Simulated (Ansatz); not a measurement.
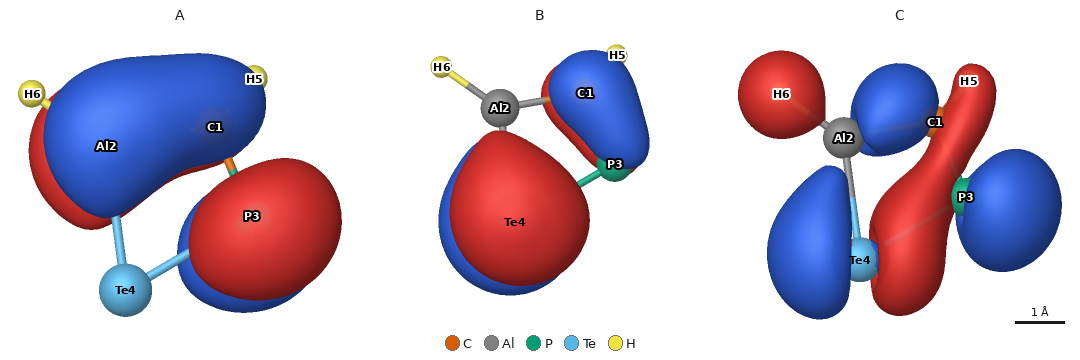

CH₂AlPTe (SMILES [CH]1=P[Te][AlH]1). Three frontier orbitals at ±0.08 Å⁻³ᐟ² (red and blue are the two phases), in no order.

Geometry: r2SCAN-D4/def2-SVP; core potentials replace the inner electrons of Te.

The calculation used isolated molecule in a Gaussian basis; Kohn-Sham density functional theory, functional PBE0 in Ansatz 0.2.0.

```yaml
atoms:
  - { symbol: C, position_ang: [-0.6672, -0.0624, 0.7109] }
  - { symbol: Al, position_ang: [-1.3732, 1.3619, -0.3857] }
  - { symbol: P, position_ang: [-0.5237, 0.6868, 2.2122] }
  - { symbol: Te, position_ang: [-1.3985, 3.0164, 1.5473] }
  - { symbol: H, position_ang: [-0.3679, -1.1156, 0.6233] }
  - { symbol: H, position_ang: [-1.7921, 1.4985, -1.9079] }
```

> Which picture is the HOMO−1, the HOMO and the LUMO?

C is the HOMO−1 (−6.99 eV). It lies mainly on P3 (about 40 %), Te4 (about 30 %), C1 (about 15 %), Al2 (about 10 %) and H6 (about 5 %); it is symmetric in the molecular plane (an in-plane orbital: σ, lone-pair or in-plane π type). B is the HOMO (−6.27 eV). It lies mainly on Te4 (about 70 %), C1 (about 10 %) and P3 (about 10 %); it changes sign across the molecular plane (π type); π-bonding across C1–P3. A is the LUMO (−2.68 eV). Its weight (Hirshfeld) is mainly on P3 (about 45 %), Al2 (about 30 %), C1 (about 20 %) and Te4 (about 5 %); it changes sign across the molecular plane (π type); π-bonding across C1–Al2; π-antibonding (a node) across C1–P3.

> What is the HOMO–LUMO gap?

3.59 eV between the orbital energies.
